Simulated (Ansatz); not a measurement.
Br₂Ge

The calculation's input:

```
crystal:
  periodic: [false, false, false]
  atoms:
    - {symbol: Br, position_ang: [-0.284960, 1.782562, -0.420499]}
    - {symbol: Ge, position_ang: [-0.899107, -0.379756, 0.233839]}
    - {symbol: Br, position_ang: [1.173067, -1.467606, 0.173359]}
basis:
  gaussian: {orbitals: def2-TZVPP}
hamiltonian: {xc: pbe0, dispersion: d4}
output: {orbitals: {seedname: orbitals}}
```

Launched as:

```sh
ansatz run in.yaml --threads 4 --pin off --events-out ev --progress --plain --max-ram 10444MiB
```

Geometry: PBE0-D4/def2-TZVP.

The calculation used Ansatz 0.2.0, RKS PBE0-D4/def2-TZVPP.

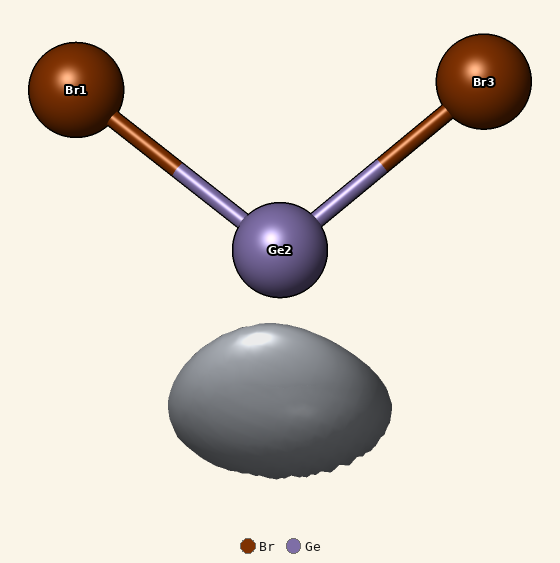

Figure 1. Isosurface of the electron localisation function at 0.9 (grey), seen at a tilt. Only the valence region is drawn (cores and ρ < 0.01 e/Å³ removed).

**Describe the localisation domains.**

The ELF exceeds this value in one lobe on Ge, pointing away from the bonds (lone pairs). Profiles from the grid: Ge–Br (2.34 Å): the ELF peaks at about 0.75 in the valence shell of Br, 1.0 Å from its nucleus, and is about 0.70 at the midpoint.

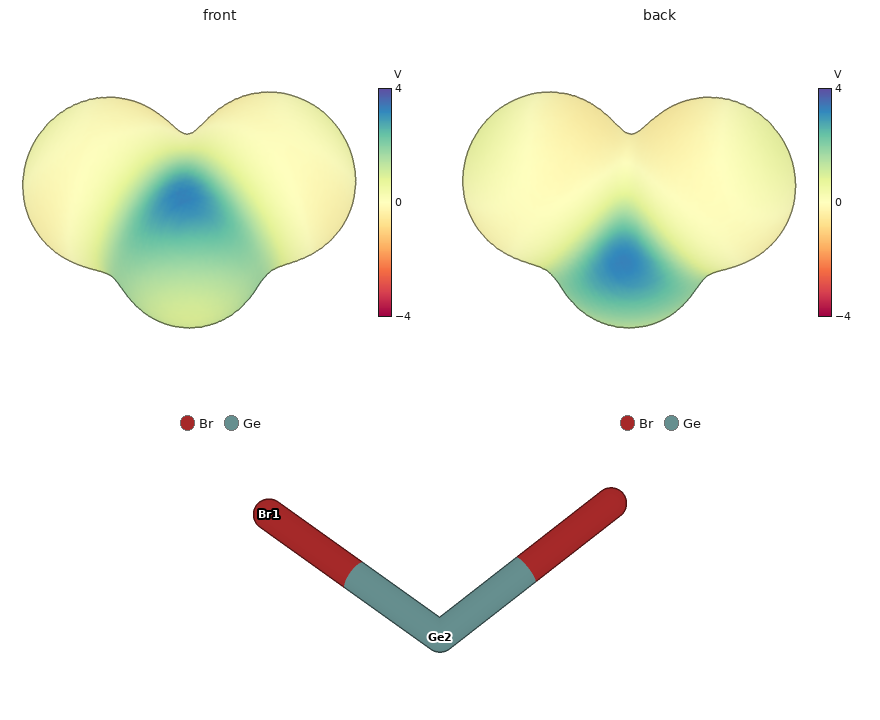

Figure 2. The molecular electrostatic potential painted on the density surface at 0.004 e/bohr³, seen from the front and from behind; red is negative and blue positive. The bare structure is drawn below in the same view.

**Which sites attract a positive test charge, and which a negative one?**

A positive charge is drawn to the negative regions and a negative charge to the positive ones. The most negative region (about −0.4 V) lies over Br1 and Br3, the most positive (about +3.2 V) over Ge2. Br1 shows a σ-hole: about +0.5 V at the tip opposite its bond, against about −0.2 V on its flanks. Br3 shows a σ-hole: about +0.5 V at the tip opposite its bond, against about −0.2 V on its flanks.

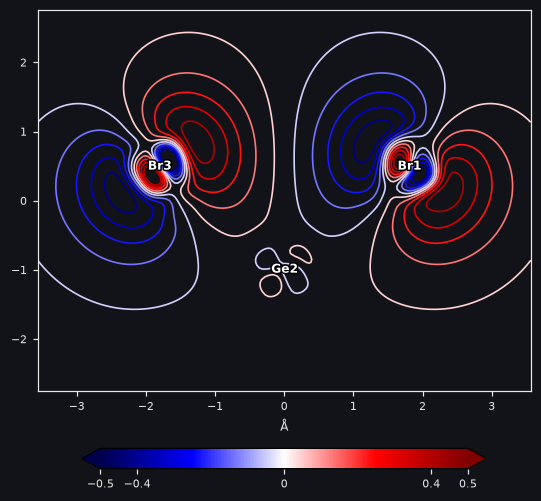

Figure 3. The HOMO−1 on the molecular plane (values in Å⁻³ᐟ²; the overall sign is arbitrary).

**Describe this orbital and give its energy.**

Its weight (Hirshfeld) is mainly on Br1 (about 50 %) and Br3 (about 50 %); it is symmetric in the molecular plane (an in-plane orbital: σ, lone-pair or in-plane π type); largely a combination of lone pairs on Br1 and Br3. Its energy is −8.29 eV.

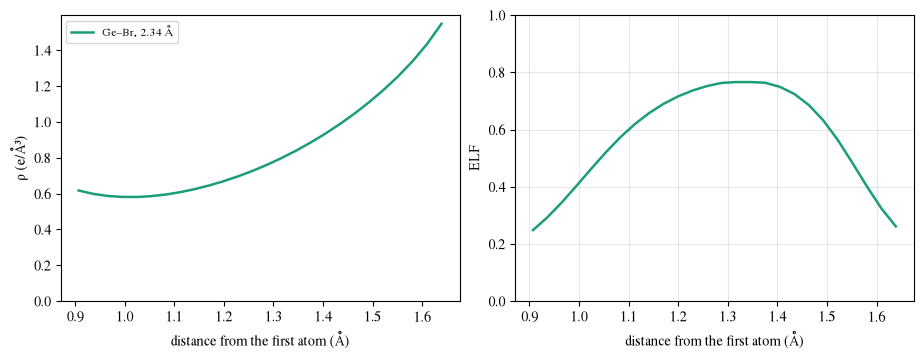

Figure 4. Electron density and electron localisation function along straight lines between neighbouring atoms. The curves leave out the atomic cores.

**What can be read from the curves?**

Ge–Br (2.34 Å): ρ is about 0.65 e/Å³ halfway; the ELF peaks at about 0.75 in the valence shell of Br, 1.0 Å from its nucleus, and is about 0.70 at the midpoint.
